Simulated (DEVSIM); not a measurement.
System: Ru/La2O3/n-Si capacitor, at 300 K.

```tsv
layer (left to right)	material	thickness (nm)	Nd (cm⁻³)
1	La2O3	19.0	-
2	Si	2600	4.9e16
```

Metal gate on the left, work function 4.7 eV. Fixed charge at the semiconductor interface 0 cm⁻² (in units of +e); interface traps 1e12 cm⁻² eV⁻¹, uniform in energy, neutral level at 0.7 of the gap above the valence band.

The device is made up for the run: typed textbook-type constants, with dimensions and the other settings drawn at random. Values at 300 K.

| parameter | La2O3 | Si |
|---|---|---|
| gap (eV) | 5.8 | 1.124 |
| affinity (eV) | 1.8 | 4.05 |
| permittivity | 27 | 11.7 |
| Nc (cm⁻³) | - | 2.86e19 |
| Nv (cm⁻³) | - | 3.1e19 |

DEVSIM, 1D Poisson equation in equilibrium, Boltzmann statistics, complete ionisation; no quantum confinement or tunnelling. Metal contacts follow the ideal Schottky-Mott rule: no Fermi-level pinning, no interface dipoles.

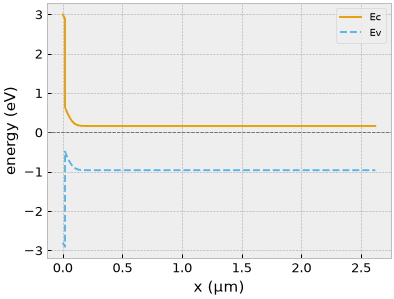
Fig. 1. Band edges at -0.1 V on the gate

Energies count from the Fermi level of the right contact; mesh points crowd at the junctions.

```json
[
 {"x (μm)": "0.000", "Ec (eV)": "3.000", "Ev (eV)": "-2.800", "n (cm⁻³)": "< 1e2", "p (cm⁻³)": "< 1e2", "field (V/cm)": "-56000"},
 {"x (μm)": "0.001379", "Ec (eV)": "2.992", "Ev (eV)": "-2.808", "n (cm⁻³)": "< 1e2", "p (cm⁻³)": "< 1e2", "field (V/cm)": "-56000"},
 {"x (μm)": "0.004358", "Ec (eV)": "2.975", "Ev (eV)": "-2.825", "n (cm⁻³)": "< 1e2", "p (cm⁻³)": "< 1e2", "field (V/cm)": "-56000"},
 {"x (μm)": "0.01012", "Ec (eV)": "2.943", "Ev (eV)": "-2.857", "n (cm⁻³)": "< 1e2", "p (cm⁻³)": "< 1e2", "field (V/cm)": "-56000"},
 {"x (μm)": "0.01638", "Ec (eV)": "2.908", "Ev (eV)": "-2.892", "n (cm⁻³)": "< 1e2", "p (cm⁻³)": "< 1e2", "field (V/cm)": "-56000"},
 {"x (μm)": "0.01839", "Ec (eV)": "2.896", "Ev (eV)": "-2.904", "n (cm⁻³)": "< 1e2", "p (cm⁻³)": "< 1e2", "field (V/cm)": "-56000"},
 {"x (μm)": "0.01958", "Ec (eV)": "0.638", "Ev (eV)": "-0.486", "n (cm⁻³)": "5.5e8", "p (cm⁻³)": "2.1e11", "field (V/cm)": "-82000"},
 {"x (μm)": "0.02299", "Ec (eV)": "0.610", "Ev (eV)": "-0.514", "n (cm⁻³)": "1.6e9", "p (cm⁻³)": "7.3e10", "field (V/cm)": "-80000"},
 {"x (μm)": "0.02946", "Ec (eV)": "0.560", "Ev (eV)": "-0.564", "n (cm⁻³)": "1.1e10", "p (cm⁻³)": "1.1e10", "field (V/cm)": "-75000"},
 {"x (μm)": "0.04493", "Ec (eV)": "0.454", "Ev (eV)": "-0.670", "n (cm⁻³)": "6.9e11", "p (cm⁻³)": "1.7e8", "field (V/cm)": "-63000"},
 {"x (μm)": "0.07892", "Ec (eV)": "0.283", "Ev (eV)": "-0.841", "n (cm⁻³)": "5.1e14", "p (cm⁻³)": "230000", "field (V/cm)": "-37000"},
 {"x (μm)": "0.1984", "Ec (eV)": "0.165", "Ev (eV)": "-0.959", "n (cm⁻³)": "4.8e16", "p (cm⁻³)": "2400", "field (V/cm)": "-210"},
 {"x (μm)": "0.4249", "Ec (eV)": "0.165", "Ev (eV)": "-0.959", "n (cm⁻³)": "4.9e16", "p (cm⁻³)": "2400", "field (V/cm)": "≈ 0"},
 {"x (μm)": "0.9672", "Ec (eV)": "0.165", "Ev (eV)": "-0.959", "n (cm⁻³)": "4.9e16", "p (cm⁻³)": "2400", "field (V/cm)": "≈ 0"},
 {"x (μm)": "2.003", "Ec (eV)": "0.165", "Ev (eV)": "-0.959", "n (cm⁻³)": "4.9e16", "p (cm⁻³)": "2400", "field (V/cm)": "≈ 0"},
 {"x (μm)": "2.346", "Ec (eV)": "0.165", "Ev (eV)": "-0.959", "n (cm⁻³)": "4.9e16", "p (cm⁻³)": "2400", "field (V/cm)": "≈ 0"},
 {"x (μm)": "2.503", "Ec (eV)": "0.165", "Ev (eV)": "-0.959", "n (cm⁻³)": "4.9e16", "p (cm⁻³)": "2400", "field (V/cm)": "≈ 0"},
 {"x (μm)": "2.568", "Ec (eV)": "0.165", "Ev (eV)": "-0.959", "n (cm⁻³)": "4.9e16", "p (cm⁻³)": "2400", "field (V/cm)": "≈ 0"},
 {"x (μm)": "2.603", "Ec (eV)": "0.165", "Ev (eV)": "-0.959", "n (cm⁻³)": "4.9e16", "p (cm⁻³)": "2400", "field (V/cm)": "≈ 0"},
 {"x (μm)": "2.612", "Ec (eV)": "0.165", "Ev (eV)": "-0.959", "n (cm⁻³)": "4.9e16", "p (cm⁻³)": "2400", "field (V/cm)": "≈ 0"},
 {"x (μm)": "2.617", "Ec (eV)": "0.165", "Ev (eV)": "-0.959", "n (cm⁻³)": "4.9e16", "p (cm⁻³)": "2400", "field (V/cm)": "≈ 0"},
 {"x (μm)": "2.619", "Ec (eV)": "0.165", "Ev (eV)": "-0.959", "n (cm⁻³)": "4.9e16", "p (cm⁻³)": "2400", "field (V/cm)": "≈ 0"}
]
```
